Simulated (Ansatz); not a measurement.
The starting structures come from a database of crystals and need not be the phases stable at ambient conditions.

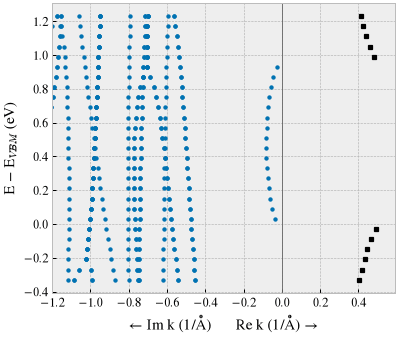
Figure: Complex bands at the centre of the two-dimensional zone; r2SCAN run with Ansatz (a program for electronic structure)

The gap is the functional's own, uncorrected, and κ follows it; spin-orbit coupling is left out. Mid-gap means the computed energy nearest the middle.

Problem. This is Cs(TeO$_{3}$)$_{2}$ (R-3m, 18 atoms a cell, 15.7 Å³ an atom) along the normal of (001). Read off the slowest decay at the centre of the two-dimensional zone at 0.45 eV, the computed energy nearest the middle of the gap.

Solution. κ ≈ 0.08 1/Å, a decay length 1/(2κ) of the density of 6.2 Å.
